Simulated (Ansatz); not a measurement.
Consider H3O2PSe (SMILES OP(O)[SeH]).

Input file:

```
crystal:
  periodic: [false, false, false]
  atoms:
    - {symbol: O, position_ang: [-1.058775, 1.011621, 0.154392]}
    - {symbol: P, position_ang: [-0.509902, -0.482938, 0.496363]}
    - {symbol: O, position_ang: [0.804369, 0.090308, 1.264924]}
    - {symbol: Se, position_ang: [0.323139, -1.153362, -1.547569]}
    - {symbol: H, position_ang: [-1.793351, 0.974152, -0.466590]}
    - {symbol: H, position_ang: [1.216925, -0.602357, 1.790152]}
    - {symbol: H, position_ang: [1.078695, 0.094476, -1.737273]}
basis:
  gaussian: {orbitals: def2-TZVPP}
hamiltonian: {xc: pbe0, dispersion: d4}
output: {orbitals: {seedname: orbitals}}
```

Run with:

```sh
ansatz run in.yaml --threads 2 --pin off --events-out ev --progress --plain --max-ram 4352MiB
```

Geometry: PBE0-D4/def2-TZVP.

Method: RKS PBE0-D4/def2-TZVPP in Ansatz 0.2.0.

**What will maps of the electron density and electron localisation function show?**

P–O (1.63 Å): the density is about 1.4 e/Å³ at the midpoint; the ELF peaks at about 0.85 between the atoms, as expected for a polar covalent bond.
O–H (0.96 Å): the density is about 3.8 e/Å³ at the midpoint; the ELF climbs to about 1 towards the hydrogen, as it does in any bond to H (a covalent bond by its length).

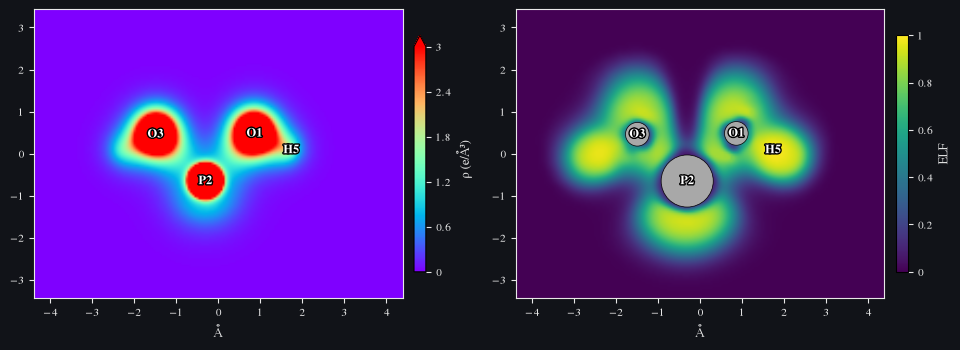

Computed electron density and electron localisation function on the plane of atoms O1, P2 and O3, in this order. Grey discs cover the atomic cores in the ELF map. 
